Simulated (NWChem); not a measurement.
# HNO2 (SMILES O=NO): B3LYP/6-31G(d) (Cartesian functions)

Aim: the vertical singlet–triplet gap of HNO2 at B3LYP/6-31G* (Cartesian functions), from 2 runs. 

Program for the calculation: NWChem 7.3.0.

5 further runs of the same task are left out: 5 set aside as unsound or not needed.

### 1 The molecule

HNO2 has 4 atoms, charge 0, and is taken as a singlet. SMILES: `O=NO`. Geometry: relaxed at PBE0-D4/def2-TZVP.

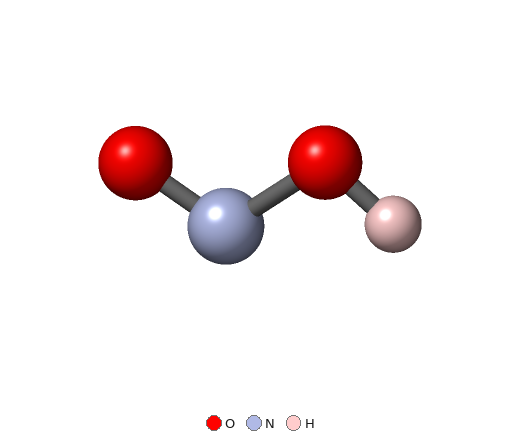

Viewed from a chosen angle; oxygen red, nitrogen light blue, hydrogen pink.

### 2 Energy and forces at B3LYP/6-31G(d) (Cartesian functions)

nw.nw

```
start nw
title "nitrous acid"
memory stack 880 mb heap 220 mb global 1100 mb

geometry units bohr noautosym nocenter noautoz
   O      0.78168521     0.08925176     2.71602777
   N      0.60499582    -0.79255114     0.71312595
   O     -0.68530918     0.82138836    -0.93097358
   H     -0.70135295    -0.11808899    -2.49818014
end

basis "ao basis" cartesian
   * library 6-31G*
end

dft
   xc b3lyp
   grid xfine
   convergence energy 1e-08
   maxiter 100
   mulliken
end

task dft gradient
```

The run is started by

```bash
$ nwchem nw.nw > nw.out
```

What it wrote:

```text
[...]
          Wavefunction type:  closed shell.
          No. of atoms     :     4
          No. of electrons :    24
[...]
          Charge           :     0
          Spin multiplicity:     1
[...]
          AO basis - number of functions:    47
[...]
              XC Information
              --------------
                         B3LYP Method XC Potential
                     Hartree-Fock (Exact) Exchange  0.200
                        Slater Exchange Functional  0.800 local
                    Becke 1988 Exchange Functional  0.720 non-local
              Lee-Yang-Parr Correlation Functional  0.810
                  VWN I RPA Correlation Functional  0.190 local
[...]
 d= 0,ls=0.0,diis     1   -205.5773011077 -2.76D+02  2.97D-02  1.20D+00     1.5
[...]
 d= 0,ls=0.0,diis    10   -205.6941126831 -6.10D-09  1.19D-06  3.10D-09     9.4
         Total DFT energy =     -205.694112683105
      One electron energy =     -421.158049997834
           Coulomb energy =      169.247942877763
    Exchange-Corr. energy =      -24.337872645222
 Nuclear repulsion energy =       70.553867082188
[...]
      Total Density - Mulliken Population Analysis
     ---------------------------------------------
    Atom       Charge   Shell Charges
 -----------   ------   -------------------------------------------------------
    1 O    8     8.21   1.99  0.94  2.85  0.99  1.42  0.02
    2 N    7     6.75   1.99  0.90  2.19  0.85  0.74  0.07
    3 O    8     8.45   1.99  0.94  2.88  0.94  1.66  0.04
    4 H    1     0.59   0.47  0.11
[...]
  wavefunction    = closed shell
                         DFT ENERGY GRADIENTS
    atom               coordinates                        gradient
                 x          y          z           x          y          z
   1 O       0.781685   0.089252   2.716028   -0.002915  -0.015573  -0.034695
   2 N       0.604996  -0.792551   0.713126   -0.005022   0.025622   0.024779
   3 O      -0.685309   0.821388  -0.930974    0.007840  -0.014208   0.002894
   4 H      -0.701353  -0.118089  -2.498180    0.000096   0.004159   0.007022
[...]
```

It took 12 s on 1 thread of AMD EPYC 7R43 (Zen 3), shared host; peak memory 0.12 GiB.

### 3 The triplet: the energy at UB3LYP/6-31G(d) (Cartesian functions)

hno2.nw

```
start hno2
title "nitrous acid"
memory stack 880 mb heap 220 mb global 1100 mb

geometry noautosym nocenter noautoz
O      0.413650     0.047230     1.437260
N      0.320150    -0.419400     0.377370
O     -0.362650     0.434660    -0.492650
H     -0.371140    -0.062490    -1.321980
end

basis cartesian
* library 6-31G*
end

dft
xc b3lyp
mult 3
grid xfine
convergence energy 1e-08
maxiter 100
mulliken
end

task dft energy
```

The run is started by

```bash
$ nwchem hno2.nw > hno2.out
```

What it wrote:

```text
[...]
          Wavefunction type:  spin polarized.
          No. of atoms     :     4
          No. of electrons :    24
[...]
          Charge           :     0
          Spin multiplicity:     3
[...]
          AO basis - number of functions:    47
[...]
              XC Information
              --------------
                         B3LYP Method XC Potential
                     Hartree-Fock (Exact) Exchange  0.200
                        Slater Exchange Functional  0.800 local
                    Becke 1988 Exchange Functional  0.720 non-local
              Lee-Yang-Parr Correlation Functional  0.810
                  VWN I RPA Correlation Functional  0.190 local
[...]
 d= 0,ls=0.0,diis     1   -205.5149309806 -2.76D+02  1.28D-02  2.41D-01     1.7
[...]
 d= 0,ls=0.0,diis    12   -205.6040582103 -5.50D-09  3.12D-07  1.37D-10    17.7
[...]
         Total DFT energy =     -205.604058210282
      One electron energy =     -421.191676366945
           Coulomb energy =      169.421601495042
    Exchange-Corr. energy =      -24.387855554831
 Nuclear repulsion energy =       70.553872216452
[...]
      Total Density - Mulliken Population Analysis
     ---------------------------------------------
    Atom       Charge   Shell Charges
 -----------   ------   -------------------------------------------------------
    1 O    8     8.17   1.99  0.94  2.84  0.99  1.39  0.02
    2 N    7     6.81   1.99  0.84  2.35  0.71  0.85  0.07
    3 O    8     8.45   1.99  0.94  2.86  0.95  1.66  0.05
    4 H    1     0.57   0.47  0.10
[...]
      <S2> =      2.0071 (Exact =     2.0000)
[...]
```

Run time: 19 s. Hardware: 1 thread of AMD EPYC 7R43 (Zen 3), shared host; peak memory 0.11 GiB.

### 4 Outcome

Level: B3LYP/6-31G* (Cartesian functions).

```
                                        quantity          value
                           singlet: total energy  -205.69411 Eh
                          singlet: dipole moment         2.20 D
                            singlet: HOMO energy       -7.49 eV
                            singlet: LUMO energy       -2.02 eV
                          singlet: HOMO–LUMO gap        5.47 eV
               singlet: largest force on an atom     1.961 eV/Å
                           triplet: total energy  -205.60406 Eh
                          triplet: dipole moment         2.33 D
     triplet: HOMO energy (highest over α and β)       -4.89 eV
      triplet: LUMO energy (lowest over α and β)       -4.37 eV
                                   triplet: ⟨S²⟩          2.007
vertical energy of the triplet above the singlet       2.451 eV
```

At this shape the triplet lies 2.45 eV (57 kcal/mol) above the singlet. The largest force (singlet) is 1.96 eV/Å: the shape isn't a stationary point for this species at this level. Mulliken charges (singlet) run from -0.45 on O3 to +0.41 on H4. Mulliken charges (triplet) run from -0.45 on O3 to +0.43 on H4.
